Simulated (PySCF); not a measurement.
Run report: Ge30H44, excited-state calculation

The run: excited-state calculation of Ge30H44. Method and program: TDDFT PBE/def2-SVP, vertical, gas phase, core orbitals frozen in the response (PySCF 2.14.0).

The geometry comes from this level: GFN1-xTB.

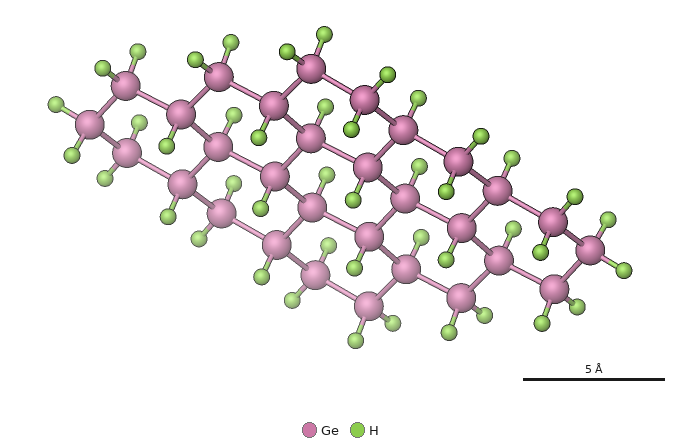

Figure 1. The structure (ball-and-stick view, seen at a tilt). Sticks mark near contacts.

## Input file
```
{"job": {"kind": "uv", "basis": "def2-SVP", "grid": 1, "kgrid": 0, "vcut": null, "nstates": 6, "ntriplets": 2, "tda": false, "delta": ["ip_vertical"], "pop": true, "xc": "PBE"}, "charge": 0, "multiplicity": 1}
Ge    -2.037138     1.170857    -0.276777
Ge    -4.085456     2.357989     0.257453
Ge    -6.046245     1.130323    -0.357008
Ge    -6.131973    -1.175374     0.274701
Ge    -4.079288    -2.355218    -0.260188
Ge    -2.040231    -1.177315     0.308924
Ge     4.084576     4.722503    -0.276718
Ge     2.045211     5.801612     0.356808
Ge     0.001170     4.718468    -0.257502
Ge     0.004245     2.350271     0.274791
Ge     2.039158     1.178033    -0.311796
Ge     4.078215     2.354652     0.257476
Ge     6.132278     1.175931    -0.275963
Ge     2.037376    -1.170213     0.274207
Ge     4.086021    -2.357279    -0.258668
Ge     6.045780    -1.129388     0.357390
Ge    -8.100443    -2.404855    -0.324348
Ge    -8.110158    -4.682429     0.331627
Ge    -6.132374    -5.812718    -0.324089
Ge    -4.083725    -4.722559     0.276682
Ge    -0.005150    -2.349191    -0.275975
Ge    -0.000936    -4.716214     0.259030
Ge     2.043965    -5.810023    -0.336258
Ge     4.010167    -4.674528     0.338631
Ge    -2.044223     5.810628     0.338893
Ge    -4.010045     4.675835    -0.337031
Ge     8.110660     4.682967    -0.329935
Ge     6.132612     5.812602     0.325950
Ge     8.100594     2.404997     0.325697
Ge    -2.043979    -5.801500    -0.354740
H     -2.019301     1.140061    -1.797082
H     -4.099155     2.349729     1.778325
H     -6.190019     1.205891    -1.857630
H     -7.290156     1.863447     0.087239
H     -6.133088    -1.148519     1.795020
H     -4.044473    -2.334806    -1.781678
H     -2.028088    -1.170796     1.828680
H      4.062909     4.739890    -1.797169
H      2.051705     5.962599     1.857378
H      2.031072     7.245807    -0.085420
H      0.014932     4.726147    -1.778488
H      0.024302     2.317231     1.795001
H      2.029665     1.171318    -1.831360
H      4.045448     2.335623     1.779360
H      6.136103     1.148374    -1.796236
H      2.019320    -1.137918     1.794481
H      4.100095    -2.350377    -1.779430
H      6.188343    -1.203182     1.858061
H      7.290045    -1.863122    -0.084264
H     -8.230358    -2.343781    -1.827537
H     -9.337135    -1.654756     0.106259
H     -8.219103    -4.744753     1.835645
H     -9.358382    -5.403297    -0.114850
H     -6.144620    -5.955397    -1.827538
H     -6.099955    -7.259259     0.105364
H     -4.062650    -4.736127     1.797293
H     -0.022796    -2.318640    -1.796058
H     -0.014044    -4.724045     1.779816
H      2.074534    -5.958420    -1.837810
H      2.033638    -7.249727     0.117564
H      4.123711    -4.774498     1.840135
H      5.262526    -5.385309    -0.114301
H     -2.073845     5.957683     1.840423
H     -2.034183     7.250699    -0.113558
H     -4.122355     4.776758    -1.838505
H     -5.262837     5.386171     0.115656
H      8.222584     4.748145    -1.833580
H      9.358435     5.402736     0.119473
H      6.143671     5.953643     1.829369
H      6.101224     7.259557    -0.101731
H      8.229168     2.342568     1.829131
H      9.337240     1.653848    -0.103403
H     -2.049835    -5.965919    -1.854985
H     -2.030929    -7.244679     0.090281
```

The first line tells a small driver script what to run in PySCF; the rest is the geometry in Å.

Launched with:
```bash
OMP_NUM_THREADS=8 python <driver script> task.json out
```

## Log
```
start: PBE on a coarse grid of 310038 points
cycle   1  E = -62319.2246994203  dE = -1.435e+01  |g| = 2.494e+00  |ddm| = 9.936e+00
cycle   2  E = -62318.9102430318  dE =  3.145e-01  |g| = 3.020e+00  |ddm| = 3.218e+00
cycle   3  E = -62319.7619203493  dE = -8.517e-01  |g| = 1.883e-01  |ddm| = 2.303e+00
cycle   4  E = -62319.7738630930  dE = -1.194e-02  |g| = 7.525e-02  |ddm| = 4.747e-01
cycle   5  E = -62319.7758993539  dE = -2.036e-03  |g| = 2.466e-02  |ddm| = 1.523e-01
cycle   6  E = -62319.7760504919  dE = -1.511e-04  |g| = 8.693e-03  |ddm| = 4.678e-02
final grid: 310038 points
cycle   7  E = -62319.7759592255  dE =  9.127e-05  |g| = 1.838e-02  |ddm| = 4.162e-02
cycle   8  E = -62319.7754673222  dE =  4.919e-04  |g| = 4.233e-02  |ddm| = 9.624e-02
cycle   9  E = -62319.7760552778  dE = -5.880e-04  |g| = 3.019e-03  |ddm| = 7.051e-02
cycle  10  E = -62319.7760668666  dE = -1.159e-05  |g| = 7.340e-04  |ddm| = 6.213e-03
cycle  11  E = -62319.7760670698  dE = -2.032e-07  |g| = 1.073e-04  |ddm| = 1.336e-03
cycle  12  E = -62319.7760678832  dE = -8.134e-07  |g| = 5.533e-05  |ddm| = 2.837e-04
converged SCF energy = -62319.7760678832
Vertical ionisation energy (delta-SCF) = 6.9712 eV   <S^2> = 0.750

Static polarisability (au): isotropic 1201.630, principal 567.694 1293.895 1743.301

Singlet excitations
state   eV       nm        f      main configurations
  1   3.2863    377.3   0.50896   H->L 0.95
  2   3.3655    368.4   0.20032   H-1->L 0.95
  3   3.4380    360.6   0.00001   H-2->L 1.00
  4   3.5900    345.4   0.00000   H->L+1 0.91
  5   3.5910    345.3   0.00000   H->L+2 0.92
  6   3.6732    337.5   0.00000   H-1->L+1 0.98

Triplet excitations (Tamm-Dancoff, eV): 3.0916 3.1751
```

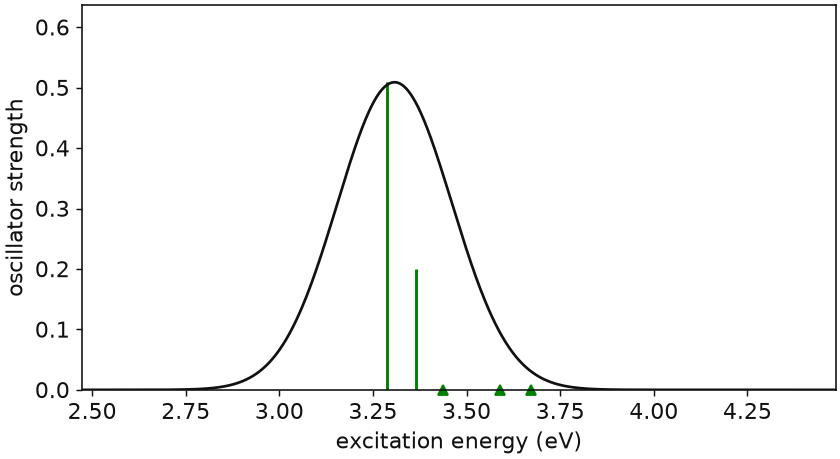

Figure 2. Computed excitations as sticks (degenerate states added up, dark ones marked on the axis), with a Gaussian envelope of 0.35 eV full width at half maximum, scaled to the tallest. Of the 6 states the lowest lies at 3.29 eV (f = 0.509); the strongest line is at 3.29 eV, or 377 nm (f = 0.509).

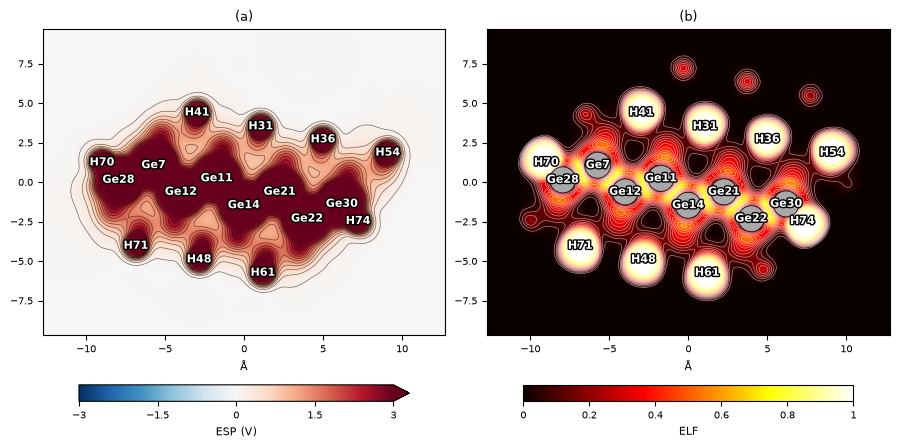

Figure 3. (a) electrostatic potential; (b) ELF on the plane of atoms Ge14, Ge21 and Ge22. Grey discs, where drawn, cover atomic cores. The section cuts through Ge and H sites. Ge–H (1.51 Å): the ELF climbs to about 1 towards the hydrogen, as it does in any bond to H. Ge–Ge (2.43 Å): the ELF peaks at about 0.80 between the atoms, which marks a covalent bond. The potential has no marked negative region in this plane.

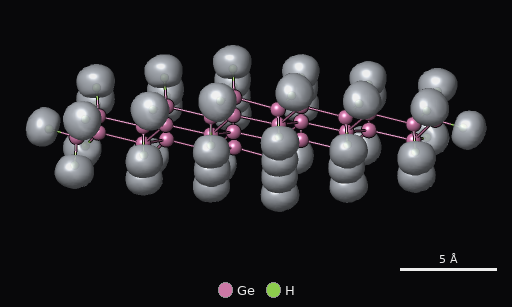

Figure 4. Isosurface of the electron localisation function at 0.85 (grey), seen from the side. Only the valence region is drawn (cores and ρ < 0.01 e/Å³ removed). Values along the shortest contacts: Ge–Ge (2.37 Å): the ELF peaks at about 0.80 between the atoms (a shared electron pair). Ge–H (1.51 Å): the ELF climbs to about 1 towards the hydrogen.

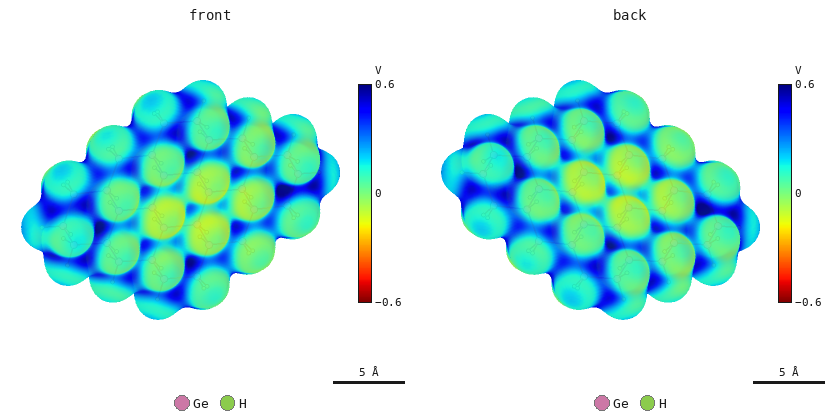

Figure 5. The electrostatic potential painted on the density surface at 0.001 e/bohr³, seen at a tilt and from behind; the colour scale runs from red (negative) to blue (positive). Its dipole moment is zero.

## Summary

- outcome: converged
- total energy: −62319.776068 hartree
- HOMO: −5.81 eV
- LUMO: −2.67 eV
- dipole moment: 0.01 D
- mean polarisability: 1201.63 a.u.
- vertical ionisation energy: 6.97 eV
- lowest singlet excitation: 3.29 eV
- hardware: 8 CPU threads, shared host
- wall time: 3.2 min (CPU time 11 min)
- peak memory: 5.4 GiB

## Remarks

Spin–orbit coupling is left out, which matters for the heavy atoms.
